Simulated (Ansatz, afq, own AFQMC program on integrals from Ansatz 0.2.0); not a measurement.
# Ge₂H₃ (doublet): AFQMC on the coupled-cluster ladder at distance Ge1–Ge2 = 5.382 Å, cc-pVDZ

Aim: compute Ge₂H₃ (doublet) with auxiliary-field quantum Monte Carlo on the same integrals as coupled cluster, and set the energies side by side.

The runs use Ansatz 0.2.0, Gaussian basis, and an in-house AFQMC program (afq) on its integrals; all values are calculated; cc-pVDZ, frozen cores.

Plan: PBE (unrestricted); r2SCAN (unrestricted); PBE0 (unrestricted); B3LYP (unrestricted); wB97M-V (unrestricted); B2PLYP (unrestricted); CCSD(T) on UHF; Phaseless AFQMC, CISD trial on UHF; Phaseless AFQMC, single-determinant trial on UHF.

2 further runs of the same task are left out: 2 that didn't finish.

**1. What is computed**

The geometry derives from a PBE0/def2-TZVP stationary point (not a proven minimum). One bond is set to the value named and the two fragments are kept rigid. No spin-orbit coupling is included. The filled d shell of Ge may be among the frozen orbitals whatever the setting's name suggests; the logs give the count.

5 atoms, charge 0, spin multiplicity 2.

Atoms are counted from 1 here; the program's logs count them from 0.

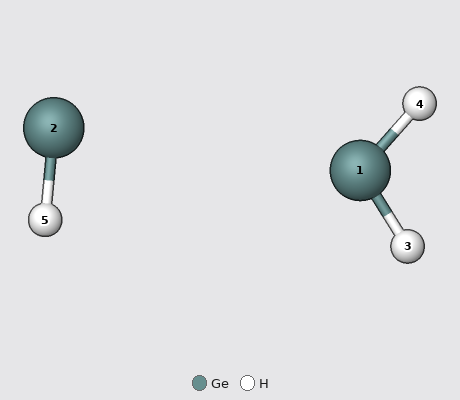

The structure; germanium teal, hydrogen white; atoms are numbered from 1 in the order of the file.

Coordinates:

```
atom   x (Å)    y (Å)    z (Å)
 Ge1  0.0000  -0.2640   1.7730
 Ge2  0.0000  -0.3703  -3.6079
  H3  0.0000   0.9421   2.7436
  H4  0.0000  -1.5324   2.6604
  H5  0.0000   1.2245  -3.5690
```

**2. PBE (unrestricted)**

Input file in.yaml:

```yaml
crystal:
  periodic: [false, false, false]
  atoms:
    - {symbol: Ge, position_ang: [0.000000, -0.263972, 1.773011]}
    - {symbol: Ge, position_ang: [0.000000, -0.370318, -3.607938]}
    - {symbol: H, position_ang: [0.000000, 0.942143, 2.743578]}
    - {symbol: H, position_ang: [0.000000, -1.532398, 2.660387]}
    - {symbol: H, position_ang: [0.000000, 1.224544, -3.569037]}
basis:
  gaussian: {orbitals: cc-pVDZ}
magnetization: {spin_polarized: true, initial_magnetization: 1}
hamiltonian: {xc: {name: PBE}}
output: {orbitals: {seedname: orbitals}}
```

Run with:

```bash
$ ansatz run in.yaml --threads 1 --pin off --events-out ev --progress --plain --max-ram 1382MiB
```

What it wrote:

```text
Functional definition: PBE
  name "PBE"
  cite "Perdew, Burke & Ernzerhof, Phys. Rev. Lett. 77, 3865 (1996) doi:10.1103/PhysRevLett.77.3865"
  parent pbe
  parameter kappa = 0.804
  parameter beta = 0.06672455060314922
  exchange = pbe_x(kappa = kappa, mu = beta*pi^2/3)
  correlation = pbe_c(beta = beta)
786 factors; integrals over basis functions are off by at most 1.2e-3 eV
mean field evaluation 1: about -113055.7865 eV, gradient 1.6e1 eV
mean field evaluation 2: about -112934.5105 eV, gradient 6.0e1 eV
mean field evaluation 4: about -113061.8759 eV, gradient 5.6e0 eV
mean field evaluation 8: about -113062.1949 eV, gradient 3.7e-1 eV
mean field evaluation 16: about -113062.1930 eV, gradient 6.4e-4 eV
mean field evaluation 32: about -113062.2379 eV, gradient 1.4e-5 eV
mean field evaluation 64: about -113062.1945 eV, gradient 4.8e-2 eV
mean field evaluation 96: about -113062.2369 eV, gradient 5.5e-2 eV
mean field evaluation 128: about -113061.0387 eV, gradient 4.4e0 eV
mean field -113062.23790350 eV, -4154.9606066162 hartree, gradient 1.9e-6 eV, S^2 0.752493; 11 other end points of the search recorded, 0 dependent functions left out
reference -113062.23794627 eV, -4154.9606081881 hartree; 34, 33 occupied and 35, 36 virtual orbitals, 786 factors
Total energy: -113062.23794627 eV, -4154.9606081881 hartree
```

Run time: 8.5 s. Hardware: 1 thread of Intel Xeon 6975P-C (Granite Rapids), shared host.

From the report: ⟨S²⟩ of the determinant 0.752 (pure doublet: 0.75).

**3. r2SCAN (unrestricted)**

Changes to in.yaml since step 2:

```diff
@@ -11,3 +11,2 @@
 magnetization: {spin_polarized: true, initial_magnetization: 1}
-hamiltonian: {xc: {name: PBE}}
-output: {orbitals: {seedname: orbitals}}
+hamiltonian: {xc: {name: r2SCAN}}
```

Same command.

What it wrote (excerpt; [...] marks lines left out):

```text
Functional definition: r2SCAN
  name "r2SCAN"
  cite "Furness, Kaplan, Ning, Perdew & Sun, J. Phys. Chem. Lett. 11, 8208 (2020) doi:10.1021/acs.jpclett.0c02405"
  cite "Furness, Kaplan, Ning, Perdew & Sun, J. Phys. Chem. Lett. 11, 9248 (2020) doi:10.1021/acs.jpclett.0c03077"
  parent r2scan
[...]
786 factors; integrals over basis functions are off by at most 1.2e-3 eV
[...]
mean field -113078.73530314 eV, -4155.5668748707 hartree, gradient 5.6e-6 eV, S^2 0.928820; 18 other end points of the search recorded, 0 dependent functions left out
reference -113078.73531728 eV, -4155.5668753903 hartree; 34, 33 occupied and 35, 36 virtual orbitals, 786 factors
Total energy: -113078.73531728 eV, -4155.5668753903 hartree
```

Run time: 28 s. Hardware: 1 thread of Intel Xeon 6975P-C (Granite Rapids), shared host.

From the report: ⟨S²⟩ of the determinant 0.929 (pure doublet: 0.75).

**4. PBE0 (unrestricted)**

Changes to in.yaml since step 3:

```diff
@@ -11,2 +11,3 @@
 magnetization: {spin_polarized: true, initial_magnetization: 1}
-hamiltonian: {xc: {name: r2SCAN}}
+hamiltonian: {xc: {name: PBE0}}
+output: {orbitals: {seedname: orbitals}}
```

Same command.

What it wrote (excerpt; [...] marks lines left out):

```text
Functional definition: PBE0
  name "PBE0"
  cite "Adamo & Barone, J. Chem. Phys. 110, 6158 (1999) doi:10.1063/1.478522"
  cite "Perdew, Burke & Ernzerhof, Phys. Rev. Lett. 77, 3865 (1996) doi:10.1103/PhysRevLett.77.3865"
  parent pbe
[...]
786 factors; integrals over basis functions are off by at most 1.2e-3 eV
[...]
mean field -113065.24692330 eV, -4155.0711860542 hartree, gradient 2.3e-6 eV, S^2 0.753550; 4 other end points of the search recorded, 0 dependent functions left out
reference -113065.24695533 eV, -4155.0711872315 hartree; 34, 33 occupied and 35, 36 virtual orbitals, 786 factors
Total energy: -113065.24695533 eV, -4155.0711872315 hartree
```

Wall time 5 s (1 thread of Intel Xeon 6975P-C (Granite Rapids), shared host); peak memory 0.27 GiB.

From the report: ⟨S²⟩ of the determinant 0.754 (pure doublet: 0.75).

**5. B3LYP (unrestricted)**

Changes to in.yaml since step 4:

```diff
@@ -11,3 +11,2 @@
 magnetization: {spin_polarized: true, initial_magnetization: 1}
-hamiltonian: {xc: {name: PBE0}}
-output: {orbitals: {seedname: orbitals}}
+hamiltonian: {xc: {name: B3LYP}}
```

The command is unchanged.

What it wrote (excerpt; [...] marks lines left out):

```text
Functional definition: B3LYP
  name "B3LYP"
  cite "Stephens, Devlin, Chabalowski & Frisch, J. Phys. Chem. 98, 11623 (1994) doi:10.1021/j100096a001"
  cite "Becke, Phys. Rev. A 38, 3098 (1988) doi:10.1103/PhysRevA.38.3098"
  cite "Lee, Yang & Parr, Phys. Rev. B 37, 785 (1988) doi:10.1103/PhysRevB.37.785"
  cite "Vosko, Wilk & Nusair, Can. J. Phys. 58, 1200 (1980) doi:10.1139/p80-159"
[...]
786 factors; integrals over basis functions are off by at most 1.2e-3 eV
[...]
mean field -113082.50239407 eV, -4155.7053129088 hartree, gradient 4.5e-6 eV, S^2 0.752298; 5 other end points of the search recorded, 0 dependent functions left out
reference -113082.50267654 eV, -4155.7053232894 hartree; 34, 33 occupied and 35, 36 virtual orbitals, 786 factors
Total energy: -113082.50267654 eV, -4155.7053232894 hartree
```

Run time: 8.5 s. Hardware: 1 thread of Intel Xeon 6975P-C (Granite Rapids), shared host; peak memory 0.27 GiB.

From the report: ⟨S²⟩ of the determinant 0.752 (pure doublet: 0.75).

**6. wB97M-V (unrestricted)**

Changes to in.yaml since step 5:

```diff
@@ -11,2 +11,3 @@
 magnetization: {spin_polarized: true, initial_magnetization: 1}
-hamiltonian: {xc: {name: B3LYP}}
+hamiltonian: {xc: {name: wB97M-V}}
+output: {orbitals: {seedname: orbitals}}
```

The command is unchanged.

What it wrote (excerpt; [...] marks lines left out):

```text
Functional definition: wB97M-V
  name "wB97M-V"
  cite "Mardirossian & Head-Gordon, J. Chem. Phys. 144, 214110 (2016) doi:10.1063/1.4952647"
  cite "Becke, J. Chem. Phys. 107, 8554 (1997) doi:10.1063/1.475007"
  cite "Vydrov & Van Voorhis, J. Chem. Phys. 133, 244103 (2010) doi:10.1063/1.3521275"
  # Of w^i u^j: cxij and so on, Table III.
[...]
  gx(w, u) = 1 - cx + cx01*u + cx10*w
  gss(w, u) = css00 + css04*u^4 + css10*w + css20*w^2 + css43*w^4*u^3
  gos(w, u) = cos00 + cos10*w + (cos20 + cos21*u)*w^2 + (cos60 + cos61*u)*w^6
[...]
      + integral(e_c_pw_mod_opposite_spin*gos(b97_w_opposite, b97_u_opposite)) + vv10(b, c)
786 factors; integrals over basis functions are off by at most 1.2e-3 eV
224 factors; integrals over basis functions are off by at most 5.4e-6 eV
[...]
mean field -113073.18954886 eV, -4155.3630721599 hartree, gradient 8.5e-6 eV, S^2 0.752376; 2 other end points of the search recorded, 0 dependent functions left out
reference -113073.18959462 eV, -4155.3630738415 hartree; 34, 33 occupied and 35, 36 virtual orbitals, 786 factors
Total energy: -113073.18959462 eV, -4155.3630738415 hartree
```

It took 22 s on 1 thread of Intel Xeon 6975P-C (Granite Rapids), shared host; peak memory 0.42 GiB.

From the report: ⟨S²⟩ of the determinant 0.752 (pure doublet: 0.75).

**7. B2PLYP (unrestricted)**

Changes to in.yaml since step 6:

```diff
@@ -11,3 +11,3 @@
 magnetization: {spin_polarized: true, initial_magnetization: 1}
-hamiltonian: {xc: {name: wB97M-V}}
-output: {orbitals: {seedname: orbitals}}
+hamiltonian: {xc: {name: B2PLYP}}
+correlation: {electrons: outside_noble_gas}
```

The command is unchanged.

What it wrote (excerpt; [...] marks lines left out):

```text
Functional definition: B2PLYP
  name "B2PLYP"
  cite "Grimme, J. Chem. Phys. 124, 034108 (2006) doi:10.1063/1.2148954"
  cite "Becke, Phys. Rev. A 38, 3098 (1988) doi:10.1103/PhysRevA.38.3098"
  cite "Lee, Yang & Parr, Phys. Rev. B 37, 785 (1988) doi:10.1103/PhysRevB.37.785"
[...]
786 factors; integrals over basis functions are off by at most 1.2e-3 eV
[...]
mean field -113055.52290935 eV, -4154.7138351330 hartree, gradient 3.2e-6 eV, S^2 0.817013; 8 other end points of the search recorded, 0 dependent functions left out
28 core orbitals not correlated: weight in the atoms' cores, before any rotation towards them, 0.999 or more for the frozen orbitals, at most 0.001 for the correlated occupied ones
reference -113055.52308833 eV, -4154.7138417103 hartree; 6, 5 occupied and 35, 36 virtual orbitals, 786 factors
second order -4.92058429 eV of doubles, -0.00000000 eV of singles
Total energy: -113056.85164609 eV, -4154.7626653075 hartree
```

It took 12 s on 1 thread of Intel Xeon 6975P-C (Granite Rapids), shared host; peak memory 0.29 GiB.

From the report: ⟨S²⟩ of the determinant 0.817 (pure doublet: 0.75).

**8. CCSD(T) on UHF**

Changes to in.yaml since step 7:

```diff
@@ -11,3 +11,2 @@
 magnetization: {spin_polarized: true, initial_magnetization: 1}
-hamiltonian: {xc: {name: B2PLYP}}
-correlation: {electrons: outside_noble_gas}
+correlation: {method: ccsd_t, electrons: outside_noble_gas, hamiltonian_folder: ham}
```

Launched as before.

What it wrote (excerpt; [...] marks lines left out):

```text
Functional definition: HF
  name "HF"
  cite "Fock, Z. Phys. 61, 126 (1930) doi:10.1007/BF01340294"
  parent pbe
[...]
786 factors; integrals over basis functions are off by at most 1.2e-3 eV
[...]
mean field -112990.01038216 eV, -4152.3062941647 hartree, gradient 1.0e-7 eV, S^2 1.178948; 43 other end points of the search recorded, 0 dependent functions left out
determinant -112990.01038216 eV, -4152.3062941647 hartree, with singles and doubles -112995.08197765 eV, -4152.4926718613 hartree
determinant -112989.97762637 eV, -4152.3050904115 hartree, with singles and doubles -112995.04032142 eV, -4152.4911410230 hartree
determinant -112989.85917853 eV, -4152.3007375338 hartree, with singles and doubles -112995.07822297 eV, -4152.4925338791 hartree
determinant -112989.53551671 eV, -4152.2888431811 hartree, with singles and doubles -112994.24722857 eV, -4152.4619953984 hartree
[...]
determinant -112989.97762637 eV, -4152.3050904115 hartree, with singles and doubles -112995.06571238 eV, -4152.4920741236 hartree
determinant -112989.85917853 eV, -4152.3007375338 hartree, with singles and doubles -112995.07838413 eV, -4152.4925398017 hartree
determinant -112989.90983597 eV, -4152.3025991603 hartree, with singles and doubles -112995.11759840 eV, -4152.4939808997 hartree
determinant -112989.90983597 eV, -4152.3025991603 hartree, with singles and doubles -112995.11737231 eV, -4152.4939725911 hartree
28 core orbitals not correlated: weight in the atoms' cores, before any rotation towards them, 0.999 or more for the frozen orbitals, at most 0.000 for the correlated occupied ones
reference -112989.90983597 eV, -4152.3025991603 hartree; 6, 5 occupied and 35, 36 virtual orbitals, 786 factors
second order -3.91000443 eV of doubles, -0.00000000 eV of singles
cycle   1  -5.20752883 eV  change    7.5e-6 eV  update   2.2e-6
perturbative correction -0.09189716 eV, -0.0033771584 hartree
Total energy: -112995.20926196 eV, -4152.4973494733 hartree
```

Wall time 68 s (1 thread of Intel Xeon 6975P-C (Granite Rapids), shared host).

From the report: ⟨S²⟩ of the determinant 0.761 (pure doublet: 0.75); correlation -5.2994 eV; T1 0.013; largest double amplitude 0.10.

This run also writes the integrals to the folder ham.

**9. Phaseless AFQMC, CISD trial on UHF**

It reads the integrals that the CCSD(T) run on this determinant wrote.

Run with:

```bash
$ afq ham --method phaseless --trial cisd --walkers 60 --populations 1 --least-time 40 --time-step 0.005 --steps-per-block 50 --equilibration-blocks 40 --max-blocks 300 --target-error 0.0008 --factor-cut 1e-05 --start spin_pure --seed 7196 --release-times 0.24,0.51,0.99,1.62,2.4 --release-step 0.03 --release-every 4 --taylor-order 6
```

What it wrote:

```text
orbitals 41  electrons 6 5  factors 301 of 786
reference energy -4152.30259916 Eh
CCSD correlation -0.19137309 Eh in 13 cycles, weight of the determinant in the CISD state 0.8593
energy of the start -4152.493697 Eh
 block  time / (1/Eh)  mean weight  energy / Eh
     1     0.250  1.0009  -4152.490402
     2     0.500  0.9994  -4152.490062
     3     0.750  0.9985  -4152.491463
     4     1.000  1.0008  -4152.492375
     5     1.250  1.0005  -4152.491805
     6     1.500  0.9996  -4152.493241
     7     1.750  1.0006  -4152.494580
     8     2.000  1.0015  -4152.494529
     9     2.250  0.9994  -4152.497008
    10     2.500  0.9999  -4152.496105
    11     2.750  1.0003  -4152.498522
    16     4.000  1.0008  -4152.494801
    21     5.250  0.9998  -4152.493279
    26     6.500  1.0002  -4152.496838
    31     7.750  0.9995  -4152.499713
    36     9.000  1.0006  -4152.498448
    41    10.250  1.0001  -4152.500237
    46    11.500  0.9986  -4152.495849
    51    12.750  1.0002  -4152.495746
    56    14.000  0.9996  -4152.500380
    61    15.250  1.0006  -4152.501864
    66    16.500  0.9997  -4152.499225
    71    17.750  0.9993  -4152.499905
    76    19.000  1.0016  -4152.497494
    81    20.250  1.0019  -4152.497877
    86    21.500  1.0007  -4152.496132
    91    22.750  0.9996  -4152.496765
    96    24.000  1.0011  -4152.497628
   101    25.250  1.0000  -4152.494035
   106    26.500  1.0006  -4152.496964
   111    27.750  1.0003  -4152.500541
   116    29.000  1.0004  -4152.497954
   121    30.250  0.9990  -4152.495284
   126    31.500  0.9977  -4152.500814
   131    32.750  1.0003  -4152.499395
   136    34.000  0.9997  -4152.496141
   141    35.250  1.0005  -4152.494341
   146    36.500  1.0011  -4152.495962
   151    37.750  1.0003  -4152.496336
   156    39.000  1.0010  -4152.496440
   161    40.250  0.9990  -4152.495270
   166    41.500  0.9994  -4152.497050
   171    42.750  0.9976  -4152.494034
   176    44.000  1.0012  -4152.496910
   181    45.250  0.9989  -4152.495361
   186    46.500  1.0007  -4152.497270
   191    47.750  1.0018  -4152.499720
   196    49.000  0.9981  -4152.495235
blocks merged  error / Eh  count
     1  0.000197  160
     2  0.000241  80
     4  0.000277  40
     8  0.000308  20
    16  0.000387  10
released: time / (1/Eh)  energy / Eh  error  mean overlap
  0.24  -4152.497924  0.000442  1.0086
  0.51  -4152.498220  0.000286  1.0044
  0.99  -4152.498813  0.000341  0.9923
  1.62  -4152.499272  0.000502  0.9556
  2.40  -4152.498039  0.000678  0.9949
energy -4152.497817 +/- 0.000308 Eh
```

It took 4.1 min on 1 thread of Intel Xeon 6975P-C (Granite Rapids), shared host.

Energy -112995.2220 ± 0.0084 eV. Caveats: constraint bias not in the error. The error still grows with block length (0.0075 to 0.0105 eV), so the bar may be too small.

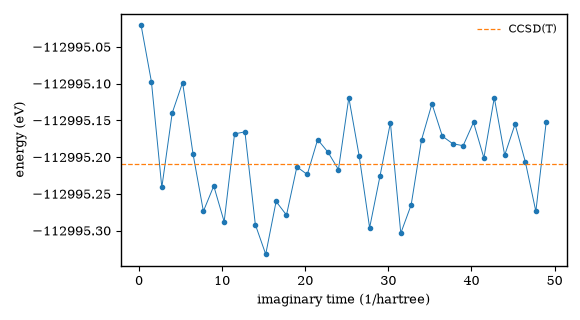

Block energies along the walk.

**10. Phaseless AFQMC, single-determinant trial on UHF**

It reads the integrals that the CCSD(T) run on this determinant wrote.

Run with:

```bash
$ afq ham --method phaseless --trial hf --walkers 120 --populations 1 --least-time 40 --time-step 0.005 --steps-per-block 20 --equilibration-blocks 160 --max-blocks 600 --target-error 0.0024000000000000002 --factor-cut 1e-05 --start spin_pure --seed 1462 --taylor-order 6
```

What it wrote:

```text
orbitals 41  electrons 6 5  factors 301 of 786
reference energy -4152.30259916 Eh
CCSD correlation -0.19137309 Eh in 13 cycles, weight of the determinant in the CISD state 0.8593
energy of the start -4152.302715 Eh
 block  time / (1/Eh)  mean weight  energy / Eh
     1     0.100  1.0009  -4152.331571
     2     0.200  1.0016  -4152.355985
     3     0.300  1.0013  -4152.374954
     4     0.400  1.0020  -4152.388365
     5     0.500  1.0005  -4152.397662
     6     0.600  1.0019  -4152.414738
     7     0.700  0.9992  -4152.425636
     8     0.800  1.0017  -4152.430092
     9     0.900  1.0001  -4152.435653
    10     1.000  1.0007  -4152.441807
    15     1.500  1.0017  -4152.456857
    29     2.900  1.0006  -4152.476832
    43     4.300  1.0006  -4152.496000
    57     5.700  0.9995  -4152.488447
    71     7.100  0.9999  -4152.477998
    85     8.500  0.9987  -4152.485412
    99     9.900  0.9996  -4152.490741
   113    11.300  1.0001  -4152.490032
   127    12.700  1.0005  -4152.498428
   141    14.100  1.0002  -4152.513067
   155    15.500  0.9999  -4152.511424
   169    16.900  1.0006  -4152.485656
   183    18.300  1.0003  -4152.488174
   197    19.700  1.0012  -4152.492479
   211    21.100  1.0000  -4152.502591
   225    22.500  1.0004  -4152.502329
   239    23.900  1.0001  -4152.493963
   253    25.300  0.9991  -4152.495156
   267    26.700  1.0001  -4152.488922
   281    28.100  1.0021  -4152.502253
   295    29.500  1.0005  -4152.480927
   309    30.900  1.0001  -4152.491896
   323    32.300  0.9998  -4152.492287
   337    33.700  0.9996  -4152.497562
   351    35.100  0.9982  -4152.516190
   365    36.500  0.9991  -4152.475577
   379    37.900  1.0001  -4152.486567
   393    39.300  0.9993  -4152.511927
   407    40.700  1.0008  -4152.517714
   421    42.100  0.9993  -4152.498285
   435    43.500  0.9989  -4152.514902
   449    44.900  0.9983  -4152.489433
   463    46.300  0.9997  -4152.506169
   477    47.700  1.0016  -4152.501491
   491    49.100  1.0022  -4152.536196
   505    50.500  1.0007  -4152.486679
   519    51.900  0.9990  -4152.499697
   533    53.300  1.0007  -4152.492931
   547    54.700  0.9992  -4152.499973
blocks merged  error / Eh  count
     1  0.000697  400
     2  0.000935  200
     4  0.001258  100
     8  0.001656  50
    16  0.002099  25
    32  0.002489  12
energy -4152.498114 +/- 0.002099 Eh
```

Run time: 2.9 min. Hardware: 1 thread of Intel Xeon 6975P-C (Granite Rapids), shared host.

Energy -112995.2301 ± 0.0571 eV. The run doesn't count as converged. Caveats: constraint bias not in the error; error not settled.

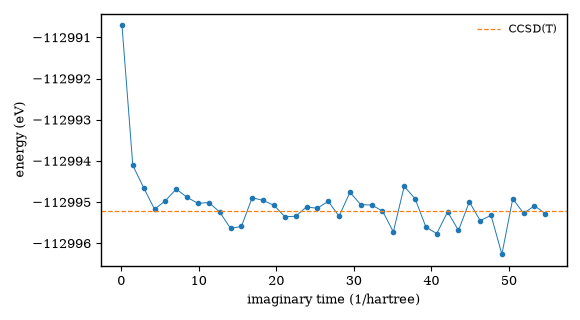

Block energies along the walk.

**11. AFQMC on the ladder**

On the UHF determinant, counted from CCSD(T) (a yardstick, not exact):

```
                                              level   energy (eV)  from CCSD(T) (kcal/mol)  statistical error (kcal/mol)     time
                                                 HF  -112989.9098                  +122.21                                       
                                                MP2  -112993.8198                   +32.04                                       
                                               CCSD  -112995.1174                    +2.12                                       
                                            CCSD(T)  -112995.2093                     0.00                                       
Phaseless AFQMC, CISD trial, step 0.005, 60 walkers  -112995.2220                    -0.29                          0.19  4.1 min
```

The functionals' totals stand on their own zeros and serve differences with other points: PBE -113062.238 eV; r2SCAN -113078.735 eV; PBE0 -113065.247 eV; B3LYP -113082.503 eV; wB97M-V -113073.190 eV; B2PLYP -113056.852 eV.

**12. Results**

```
                                       quantity                  value
Phaseless AFQMC, CISD trial on UHF from CCSD(T)  -0.29 ± 0.19 kcal/mol
```

In words: On UHF the phaseless walk with the CISD trial lies -0.29 kcal/mol from CCSD(T), within three error bars. Error bars are statistical and leave out the constraint, the time step and what remains of the start.
